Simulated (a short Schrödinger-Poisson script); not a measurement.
System: MOS inversion layer, SiO2 on p-type GaAs, at 300 K.

| layer | material | thickness (nm) | Na (cm⁻³) |
|---|---|---|---|
| 1 | SiO2 | 3.4 | - |
| 2 | GaAs | 590 | 7.1e17 |

Constants are typed, rounded textbook-type inputs, not results; the design itself was drawn at random and stands for no fabricated device. SiO2: permittivity 3.9, conduction-band edge (eV) 3.17, gap (eV) 9, electron mass (mₑ) 0.5. GaAs: permittivity 12.9, conduction-band edge (eV) 0, gap (eV) 1.424, Nv at 300 K (cm⁻³) 9e18.

Channel valleys (confinement mass, in-plane density-of-states mass, number): Γ 0.067, 0.067, 1. At the gate the conduction-band edge of layer 1 lies 3.34 eV − eVg above the Fermi level of the channel; the field vanishes at the back. Gaps are held at their typed values at every temperature. Mesh 0.03 nm at interfaces.

From a short Schrödinger-Poisson script (our own, NumPy): 1D Poisson equation in equilibrium, electrons quantum, Hartree (BenDaniel-Duke, 12 states a valley, the channel's in-plane mass for all, wave functions free to enter the dielectric), parabolic valleys, classical holes, full ionisation, no traps, pinning or gate leakage.

Only gate voltages with over 1e8 electrons/cm² are shown.

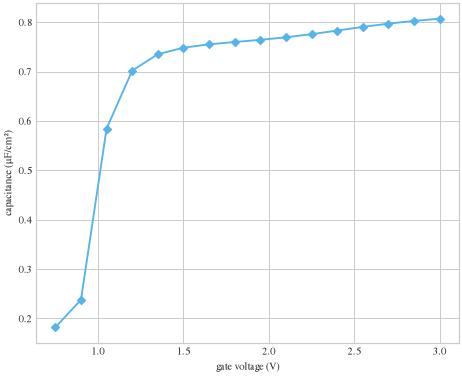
Figure. Quasi-static capacitance against gate voltage

```csv
Vg (V),electrons (cm⁻²),C (μF/cm²),Γ E0 (meV),Γ E1 (meV)
0.75,2.09e8,0.182,210.7,402.0
1.05,3.03e11,0.585,16.9,220.8
1.35,1.52e12,0.735,-50.9,163.6
1.65,2.87e12,0.755,-101.8,122.6
1.95,4.25e12,0.764,-150.6,83.5
2.25,5.64e12,0.776,-197.7,46.7
2.55,7.08e12,0.790,-241.4,15.1
2.85,8.54e12,0.802,-281.3,-10.9
```

Subbands count from the Fermi level.

Above a few 1e12 electrons/cm² a light Γ valley is non-parabolic and upper valleys begin to fill, which the model leaves out.
